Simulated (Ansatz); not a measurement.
**Hypothetical Cmcm C: pressure series**

Take C (space group Cmcm, No. 63; a = 2.502 Å, b = 7.022 Å, c = 8.323 Å; a hypothetical phase, not in the database extracts checked) as the base.

Cell and atoms are relaxed at each pressure.

Method: PBEsol/PAW in Ansatz (a quantum-chemistry and plane-wave program), no spin-orbit coupling.

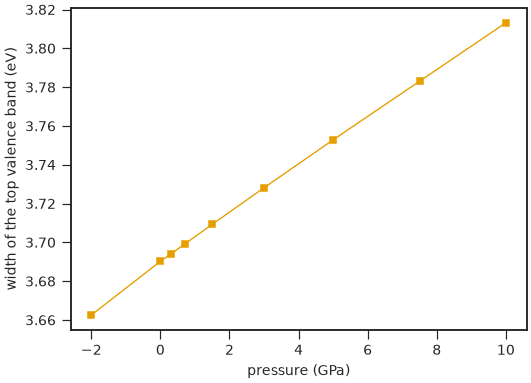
Figure: Width of the top valence band against pressure

**Question.** From the plot, what is the width of the top valence band for pressure 0.3 GPa?

**Answer.** About 3.69 eV.

**Question.** Is the trend monotonic over the range shown?

**Answer.** Yes, it rises throughout, spanning 3.66 eV to 3.81 eV.

The levels and masses belong to the bands next to the band gap. Load acts through the strain it causes; cell and atoms are relaxed under it. Whether these cells are dynamically stable was not tested. No other phases were tried under pressure.
